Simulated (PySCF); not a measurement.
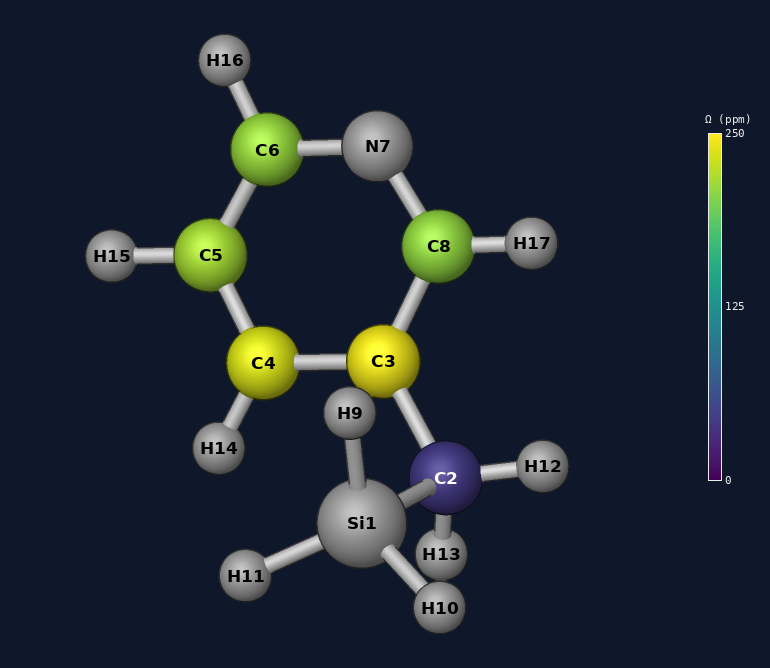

The C atoms are coloured by the span of their shielding tensor. Geometry: a frame of a GFN2-xTB molecular-dynamics simulation, not a minimum. Method: GIAO PBE0/pcSseg-1 NMR shielding, non-relativistic, gas phase (PySCF 2.14.0). Principal shieldings σ11 ≤ σ22 ≤ σ33, span Ω = σ33 − σ11, skew κ = 3(σiso − σ22)/Ω.

Give the shielding tensors of the C atoms.

```json
{"atom": "C2", "σ11": "151.1", "σ22": "157.8", "σ33": "193.6", "σiso": "167.5", "Ω": "42.4", "κ": "0.69"}
{"atom": "C3", "σ11": "−74.6", "σ22": "5.0", "σ33": "169.5", "σiso": "33.3", "Ω": "244.1", "κ": "0.35"}
{"atom": "C4", "σ11": "−69.0", "σ22": "31.4", "σ33": "166.3", "σiso": "42.9", "Ω": "235.4", "κ": "0.15"}
{"atom": "C5", "σ11": "−46.9", "σ22": "56.2", "σ33": "169.1", "σiso": "59.5", "Ω": "216.0", "κ": "0.05"}
{"atom": "C6", "σ11": "−65.6", "σ22": "30.8", "σ33": "145.7", "σiso": "36.9", "Ω": "211.3", "κ": "0.09"}
{"atom": "C8", "σ11": "−75.4", "σ22": "36.1", "σ33": "133.7", "σiso": "31.5", "Ω": "209.0", "κ": "−0.07"}
```

Shieldings and span in ppm.
